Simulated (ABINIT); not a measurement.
# PbSe (Clausthalite): G0W0 in ABINIT against the bands in the screening

How does the gap of PbSe (Clausthalite) converge in the bands in the screening?

Program: ABINIT 10.8.3. Level of theory: PBE and many-body steps on it, plane waves. Results are calculated unless marked as measured.

### 1. The structure

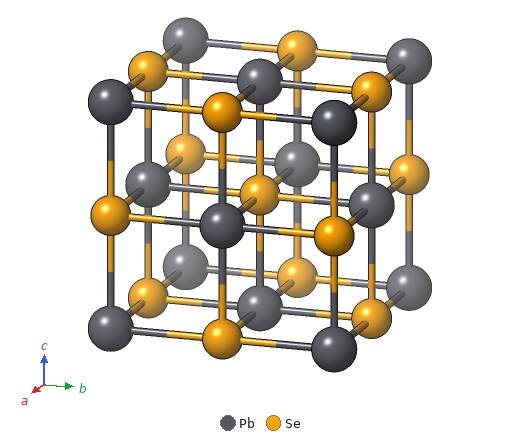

The cell as given, slightly off an axis (lead dark grey, selenium orange). This picture shows the conventional cell, with its axes. Some periodic images of atoms are drawn too.

The cell and positions come from the Crystallography Open Database and are kept as given unless a step says otherwise. Spin-orbit coupling is left out unless a step names it.

### 2. Screening, 4×4×4 mesh, 23 bands, screening to 195.9 eV

This step: ABINIT 10.8.3; RPA screening on PBE, plane waves, norm-conserving pseudopotentials.

The RPA dielectric matrix is built and inverted for each q.

Input file run.abi:

```
acell 3*1.0 Angstrom
rprim 
  -0.000000000000 3.060650000000 3.060650000000
  3.060650000000 0.000000000000 3.060650000000
  3.060650000000 3.060650000000 -0.000000000000
ntypat 2
znucl 82 34
natom 2
typat 1 2
xred 
  0.000000000000 0.000000000000 0.000000000000
  0.500000000000 0.500000000000 0.500000000000
pp_dirpath "pseudos"
pseudos "Pb.upf, Se.upf"
ecut 39
ngkpt 4 4 4
nshiftk 1
shiftk 0 0 0
kptopt 1
chksymbreak 0
istwfk *1
occopt 1
irdwfk 1
optdriver 3
nband 23
ecuteps 7.2
inclvkb 2
awtr 1
symchi 1
indata_prefix "in"
outdata_prefix "out"
tmpdata_prefix "tmp"
```

Launch:

```console
$ OMP_NUM_THREADS=1 mpirun -n 8 abinit run.abi > log
```

Log:

```text
.Version 10.8.3 of ABINIT. v10.8.2 released Aug 2026.

 Symmetries : space group Fm -3 m (#225); Bravais cF (face-center cubic)
[... echo of the input left out ...]
== DATASET  1 ==================================================================
-   mpi_nproc: 8, omp_nthreads: 1 (-1 if OMP is not activated)

--- !DatasetInfo
iteration_state: {dtset: 1, }
dimensions: {natom: 2, nkpt: 8, mband: 23, nsppol: 1, nspinor: 1, nspden: 1, mpw: 4573, }
cutoff_energies: {ecut:  39.0, pawecutdg:  -1.0, }
electrons: {nelect:   3.00000000E+01, charge:   0.00000000E+00, occopt:   1.00000000E+00, tsmear:   1.00000000E-02, }

 SCREENING: Calculation of the susceptibility and dielectric matrices

 Based on a program developped by R.W. Godby, V. Olevano, G. Onida, and L. Reining.
 Incorporated in ABINIT by V. Olevano, G.-M. Rignanese, and M. Torrent.
.Using double precision arithmetic ; gwpc =  8

[... cell and pseudopotentials left out ...]
--------------------------------------------------------------------------------

 ==== K-mesh for the wavefunctions ====
 Number of points in the irreducible wedge :     8
[... list of points left out ...]
 Together with 48 symmetry operations and time-reversal symmetry
 yields    64 points in the full Brillouin Zone.

 ==== Q-mesh for the screening function ====
 Number of points in the irreducible wedge :     8
[... list of points left out ...]
 Together with 48 symmetry operations and time-reversal symmetry
 yields    64 points in the full Brillouin Zone.

 setmesh: FFT mesh size selected  =    36x   36x   36
          total number of points  =        46656

 vcoul_init : cutoff-mode = AUXILIARY_FUNCTION
 q-points for optical limit:   1
     1)      0.000010    0.000020    0.000030

- screening: taking advantage of time-reversal symmetry
- Maximum band index for partially occupied states nbvw = 15
- Remaining bands to be divided among processors   nbcw = 8
- Number of bands treated by each node ~1

 Number of electrons calculated from density =   30.0000; Expected =   30.0000
 average of density, n =  0.077527
 r_s =    1.4549
 omega_plasma =   26.8585 [eV]

 calculating chi0 at frequencies [eV] :
  1    0.000000E+00    0.000000E+00
  2    0.000000E+00    2.685854E+01

--------------------------------------------------------------------------------
  q-point number  1        q = ( 0.000000, 0.000000, 0.000000) [r.l.u.]
--------------------------------------------------------------------------------
[... chi0 elements left out ...]
 For q-point:  0.000010 0.000020 0.000030
  dielectric constant = 103.5933
  dielectric constant without local fields = 116.2917

  Average fulfillment of the sum rule on Im[epsilon] for q-point    1 :     11.50  [%]
[... wings left out ...]
  q-point number  2        q = ( 0.250000, 0.000000, 0.000000) [r.l.u.]
--------------------------------------------------------------------------------
[... chi0 elements left out ...]
  Average fulfillment of the sum rule on Im[epsilon] for q-point    2 :     32.93  [%]

 [... 6 further q-points ...]
```

It took 9.8 s on 8 MPI ranks of Intel Xeon Platinum 8259CL at 2.50GHz (Skylake/Cascade Lake), shared host; peak memory 1.7 GiB.

Numbers from this step:

```yaml
eps_infinity_with_local_fields_on_this_mesh_along_the_program_s_q_direction: 103.6
the_same_without_local_fields: 116.3
plasma_frequency: 26.86 eV
plane_waves_in_the_screening_matrix: 339
```

Local fields lower ε∞ by 11 %. The value itself is an artefact of the mesh, where one narrow direct gap carries too much weight.

### 3. 23 bands

This step: G0W0 on PBE, plane waves, norm-conserving pseudopotentials.

run.abi, as its differences from that of step 2:

```diff
@@ -23,8 +23,17 @@
 irdwfk 1
-optdriver 3
-nband 23
+optdriver 4
+nband 145
+gwcalctyp 0
+ecutsigx 39
+symsigma 1
+nkptgw 2
+kptgw 
+  0.5000000000 0.0000000000 0.0000000000
+  0.0000000000 0.0000000000 0.0000000000
+bdgw 
+  13 18
+  13 18
 ecuteps 7.2
-inclvkb 2
-awtr 1
-symchi 1
+irdscr 1
+ppmodel 1
 indata_prefix "in"
```

Log:

```text
.Version 10.8.3 of ABINIT. v10.8.2 released Aug 2026.

 Symmetries : space group Fm -3 m (#225); Bravais cF (face-center cubic)
[... echo of the input left out ...]
== DATASET  1 ==================================================================
-   mpi_nproc: 8, omp_nthreads: 1 (-1 if OMP is not activated)

--- !DatasetInfo
iteration_state: {dtset: 1, }
dimensions: {natom: 2, nkpt: 8, mband: 145, nsppol: 1, nspinor: 1, nspden: 1, mpw: 4573, }
cutoff_energies: {ecut:  39.0, pawecutdg:  -1.0, }
electrons: {nelect:   3.00000000E+01, charge:   0.00000000E+00, occopt:   1.00000000E+00, tsmear:   1.00000000E-02, }

 SIGMA: Calculation of the GW corrections

 Based on a program developped by R.W. Godby, V. Olevano, G. Onida, and L. Reining.
 Incorporated in ABINIT by V. Olevano, G.-M. Rignanese, and M. Torrent.
.Using double precision arithmetic ; gwpc =  8

[... cell and pseudopotentials left out ...]
--------------------------------------------------------------------------------

 ==== K-mesh for the wavefunctions ====
 Number of points in the irreducible wedge :     8
[... list of points left out ...]
 Together with 48 symmetry operations and time-reversal symmetry
 yields    64 points in the full Brillouin Zone.

 ==== Q-mesh for screening function ====
 Number of points in the irreducible wedge :     8
[... list of points left out ...]
 Together with 48 symmetry operations and time-reversal symmetry
 yields    64 points in the full Brillouin Zone.

 vcoul_init : cutoff-mode = AUXILIARY_FUNCTION
 q-points for optical limit:   1
     1)      0.000010    0.000020    0.000030
 setmesh: FFT mesh size selected  =    45x   45x   45
          total number of points  =        91125

 Number of electrons calculated from density =   30.0000; Expected =   30.0000
 average of density, n =  0.077527
 r_s =    1.4549
 omega_plasma =   26.8585 [eV]

 === KS Band Gaps ===
  >>>> For spin  1
   Minimum direct gap =   0.2973 [eV], located at k-point      :   0.5000  0.0000  0.0000
   Fundamental gap    =   0.2973 [eV], Top of valence bands at :   0.5000  0.0000  0.0000
                                       Bottom of conduction at :   0.5000  0.0000  0.0000
 SIGMA fundamental parameters:
 PLASMON POLE MODEL  1
 number of plane-waves for SigmaX                 4573
 number of plane-waves for SigmaC and W            339
 number of plane-waves for wavefunctions          4573
 number of bands                                   145
 number of independent spin polarizations            1
 number of spinorial components                      1
 number of k-points in IBZ                           8
 number of q-points in IBZ                           8
 number of symmetry operations                      48
 number of k-points in BZ                           64
 number of q-points in BZ                           64
 number of frequencies for dSigma/dE                 9
 frequency step for dSigma/dE [eV]                0.25
 number of omega for Sigma on real axis              0
 max omega for Sigma on real axis  [eV]           0.00
 zcut for avoiding poles [eV]                     0.10

 EPSILON^-1 parameters (SCR file):
 dimension of the eps^-1 matrix on file            339
 dimension of the eps^-1 matrix used               339
 number of plane-waves for wavefunctions          4573
 number of bands                                    23
 number of q-points in IBZ                           8
 number of frequencies                               2
 number of real frequencies                          1
 number of imag frequencies                          1

 matrix elements of self-energy operator (all in [eV])

 Perturbative Calculation

--- !SelfEnergy_ee
iteration_state: {dtset: 1, }
kpoint     : [   0.500,    0.000,    0.000, ]
spin       : 1
KS_gap     :    0.297
QP_gap     :    0.689
Delta_QP_KS:    0.392
data: !SigmaeeData |
     Band     E0 <VxcDFT>   SigX SigC(E0)      Z dSigC/dE  Sig(E)    E-E0       E
       13   2.816 -13.265 -16.559   2.651   0.761  -0.315 -13.753  -0.489   2.327
       14   2.816 -13.265 -16.559   2.651   0.761  -0.315 -13.753  -0.489   2.327
       15   4.283 -13.743 -15.791   1.549   0.781  -0.281 -14.133  -0.389   3.894
       16   4.580  -9.980  -7.398  -2.579   0.801  -0.248  -9.978   0.002   4.583
       17   5.984 -10.238  -7.475  -2.656   0.799  -0.252 -10.152   0.086   6.070
       18   5.984 -10.238  -7.475  -2.656   0.799  -0.252 -10.152   0.086   6.070

--- !SelfEnergy_ee
iteration_state: {dtset: 1, }
kpoint     : [   0.000,    0.000,    0.000, ]
spin       : 1
KS_gap     :    6.584
QP_gap     :    7.099
Delta_QP_KS:    0.516
data: !SigmaeeData |
     Band     E0 <VxcDFT>   SigX SigC(E0)      Z dSigC/dE  Sig(E)    E-E0       E
[...]
16   8.998 -11.271  -7.663  -3.685   0.782  -0.279 -11.331  -0.060   8.938
       17   8.998 -11.271  -7.663  -3.685   0.782  -0.279 -11.331  -0.060   8.938
       18   8.998 -11.271  -7.663  -3.685   0.782  -0.279 -11.331  -0.060   8.938

== END DATASET(S) ==============================================================
================================================================================

 -outvars: echo values of variables after computation  --------
           etotal      0.0000000000E+00
            nband         145
             nkpt           8
          spgroup         225
 [... the other variables as echoed above ...]

 Calculation completed.
```

Run time: 22 s. Hardware: 8 MPI ranks; peak memory 2.4 GiB.

Numbers from this step:

```yaml
g0w0_gap_on_the_points_computed: 0.6890 eV
starting_gap_on_the_mesh: 0.2973 eV
k_of_the_valence_top: 0.5, 0, 0
k_of_the_conduction_bottom: 0.5, 0, 0
z_at_the_valence_top: 0.781
z_at_the_conduction_bottom: 0.801
least_direct_g0w0_gap_on_the_computed_points: 0.6890 eV
```

### 4. Screening, 4×4×4 mesh, 44 bands, screening to 195.9 eV

This step: RPA screening on PBE, plane waves, norm-conserving pseudopotentials.

run.abi, as its differences from that of step 3:

```diff
@@ -23,17 +23,8 @@
 irdwfk 1
-optdriver 4
-nband 145
-gwcalctyp 0
-ecutsigx 39
-symsigma 1
-nkptgw 2
-kptgw 
-  0.5000000000 0.0000000000 0.0000000000
-  0.0000000000 0.0000000000 0.0000000000
-bdgw 
-  13 18
-  13 18
+optdriver 3
+nband 44
 ecuteps 7.2
-irdscr 1
-ppmodel 1
+inclvkb 2
+awtr 1
+symchi 1
 indata_prefix "in"
```

Log:

```text
.Version 10.8.3 of ABINIT. v10.8.2 released Aug 2026.

 Symmetries : space group Fm -3 m (#225); Bravais cF (face-center cubic)
[... echo of the input left out ...]
== DATASET  1 ==================================================================
-   mpi_nproc: 8, omp_nthreads: 1 (-1 if OMP is not activated)

--- !DatasetInfo
iteration_state: {dtset: 1, }
dimensions: {natom: 2, nkpt: 8, mband: 44, nsppol: 1, nspinor: 1, nspden: 1, mpw: 4573, }
cutoff_energies: {ecut:  39.0, pawecutdg:  -1.0, }
electrons: {nelect:   3.00000000E+01, charge:   0.00000000E+00, occopt:   1.00000000E+00, tsmear:   1.00000000E-02, }

 SCREENING: Calculation of the susceptibility and dielectric matrices

 Based on a program developped by R.W. Godby, V. Olevano, G. Onida, and L. Reining.
 Incorporated in ABINIT by V. Olevano, G.-M. Rignanese, and M. Torrent.
.Using double precision arithmetic ; gwpc =  8

[... cell and pseudopotentials left out ...]
--------------------------------------------------------------------------------

 ==== K-mesh for the wavefunctions ====
 Number of points in the irreducible wedge :     8
[... list of points left out ...]
 Together with 48 symmetry operations and time-reversal symmetry
 yields    64 points in the full Brillouin Zone.

 ==== Q-mesh for the screening function ====
 Number of points in the irreducible wedge :     8
[... list of points left out ...]
 Together with 48 symmetry operations and time-reversal symmetry
 yields    64 points in the full Brillouin Zone.

 setmesh: FFT mesh size selected  =    36x   36x   36
          total number of points  =        46656

 vcoul_init : cutoff-mode = AUXILIARY_FUNCTION
 q-points for optical limit:   1
     1)      0.000010    0.000020    0.000030

- screening: taking advantage of time-reversal symmetry
- Maximum band index for partially occupied states nbvw = 15
- Remaining bands to be divided among processors   nbcw = 29
- Number of bands treated by each node ~3

 Number of electrons calculated from density =   30.0000; Expected =   30.0000
 average of density, n =  0.077527
 r_s =    1.4549
 omega_plasma =   26.8585 [eV]

 calculating chi0 at frequencies [eV] :
  1    0.000000E+00    0.000000E+00
  2    0.000000E+00    2.685854E+01

--------------------------------------------------------------------------------
  q-point number  1        q = ( 0.000000, 0.000000, 0.000000) [r.l.u.]
--------------------------------------------------------------------------------
[... chi0 elements left out ...]
 For q-point:  0.000010 0.000020 0.000030
  dielectric constant = 105.1711
  dielectric constant without local fields = 116.4378

  Average fulfillment of the sum rule on Im[epsilon] for q-point    1 :     36.27  [%]
[... wings left out ...]
  q-point number  2        q = ( 0.250000, 0.000000, 0.000000) [r.l.u.]
--------------------------------------------------------------------------------
[... chi0 elements left out ...]
  Average fulfillment of the sum rule on Im[epsilon] for q-point    2 :     55.97  [%]

 [... 6 further q-points ...]
```

Wall time 22 s (8 MPI ranks); peak memory 1.8 GiB.

This step gave:

```yaml
eps_infinity_with_local_fields_on_this_mesh_along_the_program_s_q_direction: 105.2
the_same_without_local_fields: 116.4
plasma_frequency: 26.86 eV
plane_waves_in_the_screening_matrix: 339
```

### 5. 44 bands

The self-energy is evaluated for the states that the input lists, and the levels follow from it, in one-shot runs by the linearised quasiparticle equation.

This step: G0W0 on PBE, plane waves, norm-conserving pseudopotentials.

run.abi, as its differences from that of step 4:

```diff
@@ -23,8 +23,17 @@
 irdwfk 1
-optdriver 3
-nband 44
+optdriver 4
+nband 145
+gwcalctyp 0
+ecutsigx 39
+symsigma 1
+nkptgw 2
+kptgw 
+  0.5000000000 0.0000000000 0.0000000000
+  0.0000000000 0.0000000000 0.0000000000
+bdgw 
+  13 18
+  13 18
 ecuteps 7.2
-inclvkb 2
-awtr 1
-symchi 1
+irdscr 1
+ppmodel 1
 indata_prefix "in"
```

Log:

```text
.Version 10.8.3 of ABINIT. v10.8.2 released Aug 2026.

 Symmetries : space group Fm -3 m (#225); Bravais cF (face-center cubic)
[... echo of the input left out ...]
== DATASET  1 ==================================================================
-   mpi_nproc: 8, omp_nthreads: 1 (-1 if OMP is not activated)

--- !DatasetInfo
iteration_state: {dtset: 1, }
dimensions: {natom: 2, nkpt: 8, mband: 145, nsppol: 1, nspinor: 1, nspden: 1, mpw: 4573, }
cutoff_energies: {ecut:  39.0, pawecutdg:  -1.0, }
electrons: {nelect:   3.00000000E+01, charge:   0.00000000E+00, occopt:   1.00000000E+00, tsmear:   1.00000000E-02, }

 SIGMA: Calculation of the GW corrections

 Based on a program developped by R.W. Godby, V. Olevano, G. Onida, and L. Reining.
 Incorporated in ABINIT by V. Olevano, G.-M. Rignanese, and M. Torrent.
.Using double precision arithmetic ; gwpc =  8

[... cell and pseudopotentials left out ...]
--------------------------------------------------------------------------------

 ==== K-mesh for the wavefunctions ====
 Number of points in the irreducible wedge :     8
[... list of points left out ...]
 Together with 48 symmetry operations and time-reversal symmetry
 yields    64 points in the full Brillouin Zone.

 ==== Q-mesh for screening function ====
 Number of points in the irreducible wedge :     8
[... list of points left out ...]
 Together with 48 symmetry operations and time-reversal symmetry
 yields    64 points in the full Brillouin Zone.

 vcoul_init : cutoff-mode = AUXILIARY_FUNCTION
 q-points for optical limit:   1
     1)      0.000010    0.000020    0.000030
 setmesh: FFT mesh size selected  =    45x   45x   45
          total number of points  =        91125

 Number of electrons calculated from density =   30.0000; Expected =   30.0000
[...]
number of omega for Sigma on real axis              0
 max omega for Sigma on real axis  [eV]           0.00
 zcut for avoiding poles [eV]                     0.10

 EPSILON^-1 parameters (SCR file):
 dimension of the eps^-1 matrix on file            339
 dimension of the eps^-1 matrix used               339
 number of plane-waves for wavefunctions          4573
 number of bands                                    44
 number of q-points in IBZ                           8
 number of frequencies                               2
 number of real frequencies                          1
 number of imag frequencies                          1

 matrix elements of self-energy operator (all in [eV])

 Perturbative Calculation

--- !SelfEnergy_ee
iteration_state: {dtset: 1, }
kpoint     : [   0.500,    0.000,    0.000, ]
spin       : 1
KS_gap     :    0.297
QP_gap     :    0.661
Delta_QP_KS:    0.364
data: !SigmaeeData |
     Band     E0 <VxcDFT>   SigX SigC(E0)      Z dSigC/dE  Sig(E)    E-E0       E
       13   2.816 -13.265 -16.559   2.378   0.776  -0.289 -13.975  -0.711   2.105
       14   2.816 -13.265 -16.559   2.378   0.776  -0.289 -13.975  -0.711   2.105
       15   4.283 -13.743 -15.791   1.246   0.789  -0.268 -14.376  -0.632   3.651
[...]
--- !SelfEnergy_ee
iteration_state: {dtset: 1, }
kpoint     : [   0.000,    0.000,    0.000, ]
spin       : 1
KS_gap     :    6.584
QP_gap     :    7.118
Delta_QP_KS:    0.534
data: !SigmaeeData |
     Band     E0 <VxcDFT>   SigX SigC(E0)      Z dSigC/dE  Sig(E)    E-E0       E
[...]
17   8.998 -11.271  -7.663  -3.963   0.783  -0.277 -11.549  -0.278   8.720
       18   8.998 -11.271  -7.663  -3.963   0.783  -0.277 -11.549  -0.278   8.720

== END DATASET(S) ==============================================================
================================================================================

 -outvars: echo values of variables after computation  --------
           etotal      0.0000000000E+00
            nband         145
             nkpt           8
          spgroup         225
 [... the other variables as echoed above ...]

 Calculation completed.
```

Run time: 22 s. Hardware: 8 MPI ranks; peak memory 2.4 GiB.

This step gave:

* G0W0 gap on the points computed: 0.6610 eV
* starting gap on the mesh: 0.2973 eV
* k of the valence top: 0.5, 0, 0
* k of the conduction bottom: 0.5, 0, 0
* Z at the valence top: 0.789
* Z at the conduction bottom: 0.805
* least direct G0W0 gap on the computed points: 0.6610 eV

The gap on the mesh goes from 0.30 eV to 0.66 eV, a correction of +0.36 eV.

(Continued in part 2 of 2.)

[Paths, hosts, dates, memory and timing lines, banners, echoed tables and standing remarks are left out of the program output.]

[Logs are printed without paths, hosts, clocks, repeated set-up lines and the standing remarks that a program may print on its own settings, such as how far it seeks lower states.]

[Runs of the session that timed out or met a known fault of the program may be left out.]

[Hosts, paths, dates, database ids (printed as entryN), source tags and the programs' standing remarks are cut or masked in the printed files.]

[G0W0 gaps are taken among the corrected bands and points alone; a level outside them can change the order at an edge.]

[Where Ansatz stands beside ABINIT at settings called matched, ABINIT's density can come from a denser mesh and the files from another edition; pairs whose starting gaps differed by over 0.03 eV were left out, so agreement reads better than it is.]
